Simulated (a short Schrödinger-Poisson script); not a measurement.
Stack: MOS inversion layer, SiO2 on p-type Ge(100), at 300 K.

```csv
layer,material,thickness (nm),Na (cm⁻³)
1,SiO2,3.2,-
2,Ge,670,3.8e17
```

Constants are typed, rounded textbook-type inputs, not results; the design itself was drawn at random and stands for no fabricated device. SiO2: permittivity 3.9, conduction-band edge (eV) 3.1, gap (eV) 9, electron mass (mₑ) 0.5. Ge: permittivity 16, conduction-band edge (eV) 0, gap (eV) 0.664, Nv at 300 K (cm⁻³) 6e18.

Channel valleys (confinement mass, in-plane density-of-states mass, number): L4 0.12, 0.295, 4. At the gate the conduction-band edge of layer 1 lies 3.31 eV − eVg above the Fermi level of the channel; the field vanishes at the back. Gaps are held at their typed values at every temperature. Mesh 0.03 nm at interfaces.

Solved with a short Schrödinger-Poisson script written for these runs: 1D Poisson equation in equilibrium, electrons quantum, Hartree (BenDaniel-Duke, 12 states a valley, the channel's in-plane mass for all, wave functions ending at the dielectric), parabolic valleys, classical holes, full ionisation, no traps, pinning or gate leakage.

Only gate voltages with over 1e8 electrons/cm² are shown.

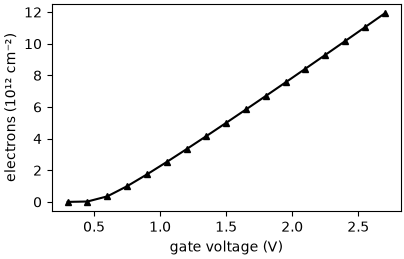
Fig. 1. Sheet density against gate voltage

```csv
Vg (V),electrons (cm⁻²),C (μF/cm²),L4 E0 (meV),L4 E1 (meV)
0.3,4.77e8,0.251,265.0,340.1
0.45,2.58e10,0.302,161.5,244.7
0.6,3.50e11,0.645,93.4,183.0
0.75,9.93e11,0.783,65.7,160.2
0.9,1.74e12,0.833,50.4,149.3
1.05,2.52e12,0.860,39.9,142.8
1.2,3.33e12,0.878,31.8,138.5
1.35,4.16e12,0.890,25.1,135.4
1.5,5.00e12,0.900,19.5,133.2
1.65,5.84e12,0.908,14.5,131.4
1.8,6.70e12,0.914,10.0,130.1
1.95,7.56e12,0.920,5.9,129.0
2.1,8.42e12,0.925,2.1,128.2
2.25,9.29e12,0.929,-1.4,127.5
2.4,1.02e13,0.933,-4.8,126.9
2.55,1.10e13,0.936,-7.9,126.4
2.7,1.19e13,0.939,-11.0,126.0
```

Subbands count from the Fermi level.

Only the L valleys are kept; under strong confinement the Δ valleys of Ge fill too.
